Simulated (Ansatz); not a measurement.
The starting structures come from a database of crystals and need not be the phases stable at ambient conditions.

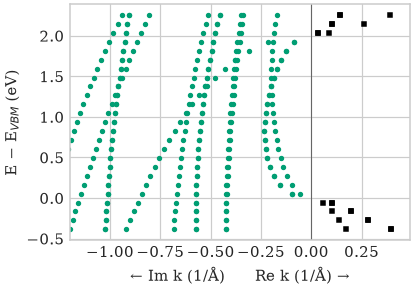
Complex bands at the centre of the two-dimensional zone; r2SCAN (Ansatz, a first-principles code)

The gap is the functional's own, uncorrected, and κ follows it; spin-orbit coupling is left out. Mid-gap values are interpolated between the computed energies.

Problem. This is Ca3AsBr3 (Pm-3m, not sure to be the ambient phase, 7 atoms a cell, 29.8 Å³ an atom) along the normal of (001). Read off the slowest decay at the centre of the two-dimensional zone at 1.04 eV, the computed energy nearest the middle of the gap.

Solution. κ ≈ 0.19 1/Å, a decay length 1/(2κ) of the density of 2.6 Å.
